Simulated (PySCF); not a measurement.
**4-(trifluoromethyl)pyridine: runs on many settings**

Aim: see how 4-(trifluoromethyl)pyridine (`FC(F)(F)c1ccncc1`) answers to the choice of functional, basis, grid and SCF options.

Computed with PySCF 2.14.0, with density-fitted response routines of our own, on a single molecule in the gas phase. Atoms are numbered from 0 throughout.

### 1 The starting structure

14 atoms, charge 0, multiplicity 1; geometry from: GFN2-xTB.

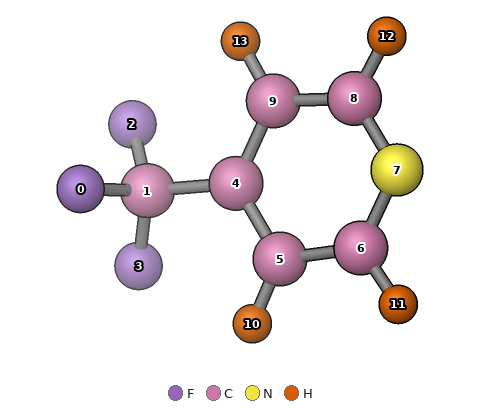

The starting geometry (fluorine purple, carbon pink, nitrogen yellow, hydrogen orange), atoms numbered; sticks join atoms by distance.

### 2 NMR shieldings: HF/pcSseg-1

What the job is given:

```
{"job": {"kind": "nmr", "xc": "HF", "basis": "pcSseg-1", "pop": true, "scf": {"conv": 1e-07, "guess": "huckel"}}, "charge": 0, "multiplicity": 1}
F      2.548671     0.095776     1.049525
C      1.962637    -0.057801    -0.153124
F      2.414067    -1.219453    -0.646840
F      2.453555     0.911922    -0.937897
C      0.461157    -0.016096    -0.050837
C     -0.210717     1.194759    -0.151466
C     -1.593511     1.172251    -0.031723
N     -2.285850     0.067840     0.175318
C     -1.636938    -1.076968     0.276446
C     -0.256673    -1.183409     0.172895
H      0.323739     2.115472    -0.322759
H     -2.171955     2.082675    -0.106284
H     -2.249783    -1.951118     0.448039
H      0.240924    -2.136323     0.256539
```

With the program's defaults for keys left out, this is: GIAO HF/pcSseg-1 NMR shielding, non-relativistic, gas phase.

Run with:

```console
OMP_NUM_THREADS=1 python probes_run.py task.json out
```

The driver reads the jobs from task.json and runs them one after another.

The log of the run:

```text
final grid: 134544 points
cycle   1  E = -581.3594916124  dE = -3.027e+00  |g| = 2.175e+00  |ddm| = 4.141e+00
cycle   2  E = -581.8549296646  dE = -4.954e-01  |g| = 1.444e+00  |ddm| = 2.535e+00
cycle   3  E = -582.2185136903  dE = -3.636e-01  |g| = 1.578e-01  |ddm| = 1.063e+00
cycle   4  E = -582.2243093415  dE = -5.796e-03  |g| = 6.399e-02  |ddm| = 2.165e-01
cycle   5  E = -582.2255316414  dE = -1.222e-03  |g| = 1.672e-02  |ddm| = 7.720e-02
cycle   6  E = -582.2256230142  dE = -9.137e-05  |g| = 5.053e-03  |ddm| = 2.499e-02
cycle   7  E = -582.2256445344  dE = -2.152e-05  |g| = 2.419e-03  |ddm| = 1.151e-02
cycle   8  E = -582.2256502421  dE = -5.708e-06  |g| = 1.076e-03  |ddm| = 5.343e-03
cycle   9  E = -582.2256517625  dE = -1.520e-06  |g| = 4.197e-04  |ddm| = 3.134e-03
cycle  10  E = -582.2256519514  dE = -1.889e-07  |g| = 1.280e-04  |ddm| = 1.179e-03
cycle  11  E = -582.2256519672  dE = -1.583e-08  |g| = 4.103e-05  |ddm| = 3.845e-04
converged SCF energy = -582.2256519672

GIAO shielding tensors (ppm)
atom      isotropic    diamagn.    paramagn.     s11        s22        s33       span
  0 F      274.603     473.062    -198.459    188.679    270.743    364.389    175.710
  1 C       77.965     235.733    -157.768     70.901     80.907     82.086     11.185
  2 F      296.627     473.058    -176.431    218.301    290.072    381.507    163.206
  3 F      296.509     473.067    -176.558    218.238    289.803    381.487    163.249
  4 C       43.731     264.184    -220.453    -69.665     28.722    172.136    241.801
  5 C       67.420     254.302    -186.882    -46.917     59.783    189.395    236.312
  6 C       34.060     249.275    -215.214    -86.731     27.684    161.228    247.959
  7 N     -112.416     329.394    -441.810   -456.147   -199.578    318.477    774.624
  8 C       34.046     249.284    -215.237    -86.763     27.690    161.212    247.976
  9 C       67.459     254.279    -186.820    -46.798     59.769    189.405    236.203
 10 H       24.218      31.757      -7.540     19.829     23.004     29.819      9.990
 11 H       22.868      29.053      -6.185     18.492     22.851     27.260      8.768
 12 H       22.866      29.051      -6.185     18.491     22.850     27.257      8.766
 13 H       24.220      31.754      -7.533     19.834     23.015     29.811      9.978
```

Wall time 11 s (1 thread of AMD EPYC 9R14, shared host); peak memory 0.75 GiB.

The references, computed at this level on geometries of the same kind, shield at (ppm): 1H TMS 32.15, 13C TMS 193.4, 19F CFCl3 241.4, 15N NH3 267.6. Their shielding less the atom's gives the shift. The references are single molecules in the gas phase, so shifts against H2O, NH3, PH3, H3PO4 or CFCl3 are not on the usual liquid scales and can be off by tens of ppm. Atoms listed in one row are averaged.

```
     atoms                                         environment  σ (ppm)  δ (ppm)
    C6, C8                 aromatic CH next to a ring nitrogen     34.1    159.3
        C4                         substituted aromatic carbon     43.7    149.6
    C5, C9                                         aromatic CH     67.4    125.9
        C1                                          CF3 carbon     78.0    115.4
  H11, H12  hydrogen on an aromatic CH next to a ring nitrogen    22.87     9.28
  H10, H13                          hydrogen on an aromatic CH    24.22     7.93
F0, F2, F3                             fluorine of a CF3 group    289.2    -47.8
        N7                         pyridine-type ring nitrogen   -112.4    380.0
```

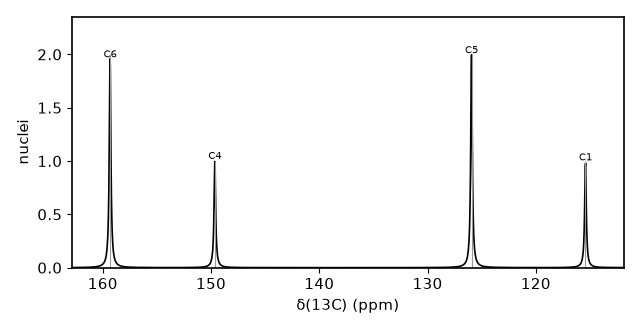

13C lines at the computed shifts, without couplings. Lines are broadened to a width of 0.18 ppm (Lorentzian).

Charges from the same density, by scheme (e):

```csv
atoms,Mulliken,IAO,Hirshfeld,ESP fit
"F0, F2, F3",-0.36,-0.33,-0.12,-0.25
C1,1.22,0.93,0.32,0.73
C4,-0.34,-0.02,-0.03,0.41
"C5, C9",-0.13,-0.17,-0.05,-0.72
"C6, C8",0.21,0.03,0.04,0.63
N7,-0.47,-0.30,-0.19,-0.78
```

ESP fit charges:

F0 -0.26; C1 0.73; F2 -0.25; F3 -0.25; C4 0.41; C5 -0.72; C6 0.63; N7 -0.78; C8 0.63; C9 -0.72; H10 0.26; H11 0.03; H12 0.03; H13 0.26

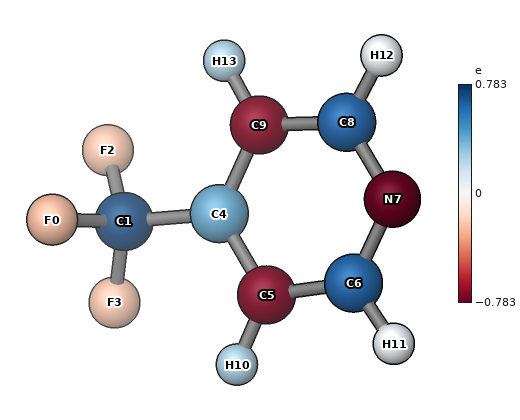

ESP fit charges, as colours on the atoms.

Mayer bond orders: F0–C1 0.90, C1–F2 0.89, C1–F3 0.89, C1–C4 1.02, C4–C5 1.38, C5–C6 1.40, C6–N7 1.45, N7–C8 1.45, C8–C9 1.40, C9–C4 1.38.

Ring of atoms C4, C5, C6, N7, C8, C9: NICS(0) -9.3, NICS(1) -12.6, NICS(1)zz -31.3 ppm (means of both faces).

### 3 Nuclear shieldings: PBE0/pcSseg-1

Same as in step 2 but for these lines:

```diff
@@ -1,2 +1,2 @@
-{"job": {"kind": "nmr", "xc": "HF", "basis": "pcSseg-1", "pop": true, "scf": {"conv": 1e-07, "guess": "huckel"}}, "charge": 0, "multiplicity": 1}
+{"job": {"kind": "nmr", "xc": "PBE0", "basis": "pcSseg-1", "pop": true, "grid": 1, "scf": {"level_shift": 0.1}}, "charge": 0, "multiplicity": 1}
 F      2.548671     0.095776     1.049525
```

Method: GIAO PBE0/pcSseg-1 NMR shielding, non-relativistic, gas phase.

The log of the run:

```text
final grid: 61992 points
cycle   1  E = -584.4935612502  dE =  1.974e+00  |g| = 9.606e-01  |ddm| = 3.689e+00
cycle   2  E = -584.4170060644  dE =  7.656e-02  |g| = 1.262e+00  |ddm| = 1.351e+00
cycle   3  E = -584.6593473874  dE = -2.423e-01  |g| = 1.196e-01  |ddm| = 6.591e-01
cycle   4  E = -584.6620328009  dE = -2.685e-03  |g| = 3.402e-02  |ddm| = 1.042e-01
cycle   5  E = -584.6622811676  dE = -2.484e-04  |g| = 6.816e-03  |ddm| = 3.608e-02
cycle   6  E = -584.6622902952  dE = -9.128e-06  |g| = 2.958e-03  |ddm| = 9.512e-03
cycle   7  E = -584.6622915240  dE = -1.229e-06  |g| = 8.118e-04  |ddm| = 1.834e-03
cycle   8  E = -584.6622916357  dE = -1.117e-07  |g| = 2.443e-04  |ddm| = 7.308e-04
cycle   9  E = -584.6622916482  dE = -1.247e-08  |g| = 4.311e-05  |ddm| = 2.268e-04
cycle  10  E = -584.6622916487  dE = -4.620e-10  |g| = 1.581e-05  |ddm| = 6.786e-05
level shift removed, Fock matrix diagonalised once more
converged SCF energy = -584.6622916487

GIAO shielding tensors (ppm)
atom      isotropic    diamagn.    paramagn.     s11        s22        s33       span
  0 F      231.790     473.094    -241.304    147.161    227.379    320.831    173.670
  1 C       53.790     239.306    -185.516     48.071     50.861     62.438     14.368
  2 F      258.688     473.372    -214.684    182.650    247.972    345.442    162.792
  3 F      258.544     473.380    -214.836    182.557    247.648    345.428    162.871
  4 C       41.602     265.257    -223.655    -58.355     21.421    161.740    220.096
  5 C       61.694     253.120    -191.426    -45.909     49.539    181.452    227.361
  6 C       30.257     250.339    -220.082    -79.565     21.729    148.606    228.170
  7 N     -104.545     330.722    -435.266   -446.588   -179.265    312.219    758.808
  8 C       30.243     250.350    -220.107    -79.601     21.738    148.594    228.195
  9 C       61.728     253.090    -191.362    -45.793     49.519    181.458    227.251
 10 H       23.957      32.004      -8.046     20.257     22.041     29.575      9.318
 11 H       22.487      28.890      -6.403     18.430     22.013     27.018      8.588
 12 H       22.485      28.888      -6.403     18.429     22.012     27.014      8.585
 13 H       23.960      32.003      -8.042     20.259     22.055     29.567      9.308
```

Run time: 14 s. Hardware: 1 thread of AMD EPYC 9R14, shared host; peak memory 0.89 GiB.

Key values: δ C6 156.7, C4 145.3, C1 133.1, C5 125.2, H11 9.23, H10 7.76 ppm (means over like atoms).

### 4 Nuclear shieldings: BHandHLYP/pcSseg-1

Same as in step 3 but for these lines:

```diff
@@ -1,2 +1,2 @@
-{"job": {"kind": "nmr", "xc": "PBE0", "basis": "pcSseg-1", "pop": true, "grid": 1, "scf": {"level_shift": 0.1}}, "charge": 0, "multiplicity": 1}
+{"job": {"kind": "nmr", "xc": "BHandHLYP", "basis": "pcSseg-1", "pop": false, "grid": 3}, "charge": 0, "multiplicity": 1}
 F      2.548671     0.095776     1.049525
```

Level: GIAO BHandHLYP/pcSseg-1 NMR shielding, non-relativistic, gas phase.

The log of the run:

```text
coarse grid: 13320 points
cycle   1  E = -584.7610855573  dE =  2.243e+00  |g| = 9.516e-01  |ddm| = 3.687e+00
cycle   2  E = -584.7396792990  dE =  2.141e-02  |g| = 1.102e+00  |ddm| = 1.225e+00
cycle   3  E = -584.9297183506  dE = -1.900e-01  |g| = 8.473e-02  |ddm| = 7.109e-01
cycle   4  E = -584.9305561291  dE = -8.378e-04  |g| = 6.283e-02  |ddm| = 1.180e-01
cycle   5  E = -584.9315365587  dE = -9.804e-04  |g| = 1.208e-02  |ddm| = 7.431e-02
cycle   6  E = -584.9315684734  dE = -3.191e-05  |g| = 3.190e-03  |ddm| = 1.243e-02
cycle   7  E = -584.9315705551  dE = -2.082e-06  |g| = 9.277e-04  |ddm| = 3.546e-03
final grid: 180632 points
cycle   8  E = -584.9892302333  dE = -2.168e-05  |g| = 3.954e-03  |ddm| = 2.033e-02
cycle   9  E = -584.9892305683  dE = -3.350e-07  |g| = 3.997e-03  |ddm| = 6.583e-03
cycle  10  E = -584.9892332142  dE = -2.646e-06  |g| = 2.984e-04  |ddm| = 2.690e-03
cycle  11  E = -584.9892332300  dE = -1.582e-08  |g| = 1.523e-04  |ddm| = 3.700e-04
cycle  12  E = -584.9892332352  dE = -5.240e-09  |g| = 2.103e-05  |ddm| = 1.441e-04
cycle  13  E = -584.9892332353  dE = -1.010e-10  |g| = 7.948e-06  |ddm| = 3.014e-05
converged SCF energy = -584.9892332353

GIAO shielding tensors (ppm)
atom      isotropic    diamagn.    paramagn.     s11        s22        s33       span
  0 F      246.699     473.645    -226.946    159.277    241.661    339.159    179.882
  1 C       58.220     238.060    -179.841     53.033     56.963     64.663     11.631
  2 F      271.612     473.861    -202.249    192.554    261.317    360.967    168.413
  3 F      271.483     473.873    -202.390    192.473    261.026    360.949    168.477
  4 C       37.858     265.128    -227.270    -68.553     20.112    162.016    230.569
  5 C       59.172     253.848    -194.676    -53.083     49.327    181.273    234.357
  6 C       27.514     250.197    -222.683    -87.835     20.237    150.138    237.973
  7 N     -114.639     330.805    -445.445   -460.120   -195.645    311.847    771.967
  8 C       27.499     250.204    -222.705    -87.867     20.242    150.121    237.988
  9 C       59.210     253.829    -194.619    -52.970     49.313    181.287    234.257
 10 H       24.103      32.030      -7.928     20.176     22.357     29.775      9.599
 11 H       22.733      29.041      -6.308     18.555     22.436     27.208      8.653
 12 H       22.732      29.039      -6.308     18.554     22.436     27.205      8.651
 13 H       24.105      32.026      -7.921     20.179     22.370     29.766      9.587
```

Run time: 20 s. Hardware: 1 thread of AMD EPYC 9R14, shared host; peak memory 0.89 GiB.

This run: δ C6 159.1, C4 148.7, C1 128.4, C5 127.4, H11 9.16, H10 7.79 ppm (means over like atoms).

[end of part 1 of 2]
